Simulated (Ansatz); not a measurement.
# CH5AlClNO: what the fields show

```xyz
10

Al   -0.3913    0.2835    0.7019
N     1.2103   -0.8662    0.2931
O    -1.4496   -0.3142   -0.5505
C    -1.0128    1.0375   -0.9210
H     1.9664   -0.3469   -0.1563
Cl   -0.4591    0.2847    2.8153
H     0.8141   -1.5010   -0.4071
H     1.6041   -1.4134    1.0603
H    -1.8382    1.7675   -0.9671
H    -0.4439    1.0684   -1.8686
```

These are results of RKS PBE0-D4/def2-SVP (Ansatz 0.2.0), not measurements.

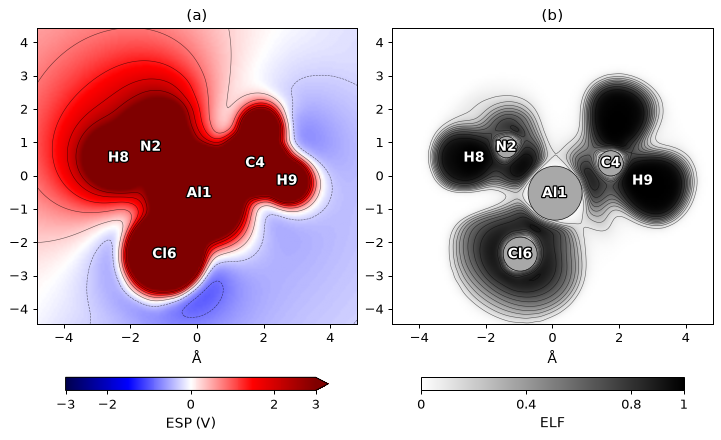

Figure 1. (a) molecular electrostatic potential; (b) ELF on the plane of atoms Al1, C4 and H9. Grey discs cover the atomic cores in the ELF map.

Question: Interpret the plot.

Answer: Atoms in the plane: Al, N, C, Cl and H.
C–Al (1.89 Å): the ELF peaks at about 0.80 in the valence shell of C, 0.7 Å from its nucleus, and is about 0.55 at the midpoint.
Al–N (2.01 Å): the ELF peaks at about 0.95 in the valence shell of N, 0.7 Å from its nucleus, and is about 0.75 at the midpoint.
Al–Cl (2.11 Å): the ELF peaks at about 0.90 in the valence shell of Cl, 0.9 Å from its nucleus, and is about 0.80 at the midpoint.
N–H (1.02 Å): the ELF climbs to about 1 towards the hydrogen, as it does in any bond to H (a covalent bond by its length).
C–H (1.10 Å): the ELF climbs to about 1 towards the hydrogen: a covalent bond by its length.
The ELF also peaks beside Cl6, away from the bonds: lone-pair regions.
Outside the dense part of the molecule the potential is most negative (−0.9 V) near Cl6.

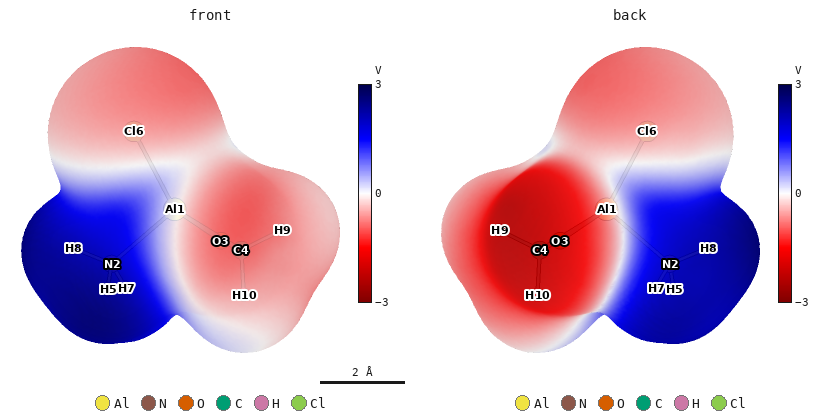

Figure 2. The molecular electrostatic potential painted on the density surface at 0.001 e/bohr³, seen from the front and from behind; red is negative and blue positive.

Question: Where is the surface potential most negative and most positive?

Answer: The most negative region (about −2.3 V) lies over O3, the most positive (about +2.6 V) over H5 and H8. O3 is the likeliest acceptor of a hydrogen bond.

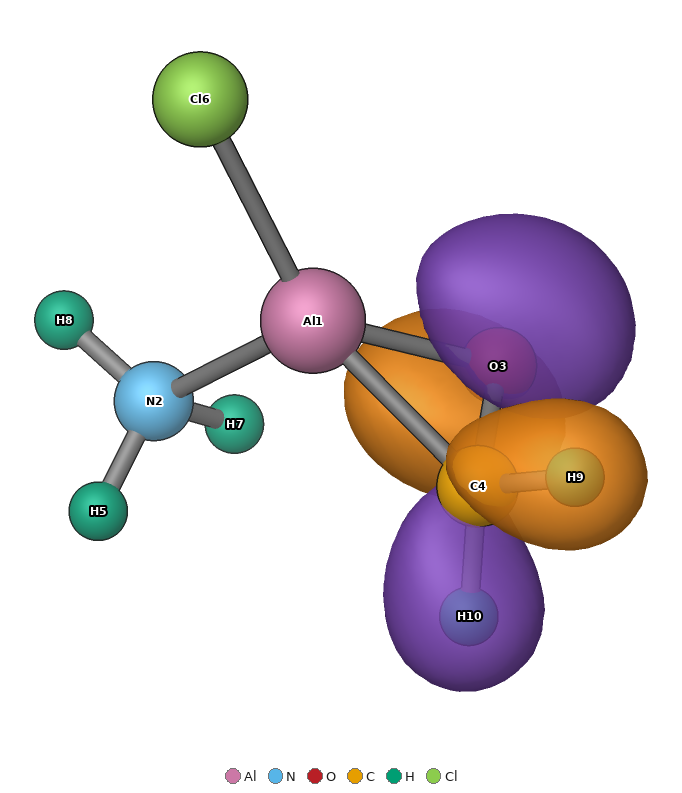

Figure 3. The HOMO−1 at ±0.15 Å⁻³ᐟ² (orange and purple are the two phases), seen at a tilt.

Question: Describe this orbital and give its energy.

Answer: Its weight (Hirshfeld) is mainly on O3 (about 65 %), C4 (about 10 %), H10 (about 5 %) and H9 (about 5 %); largely a lone pair of O3. Its energy is −6.63 eV.
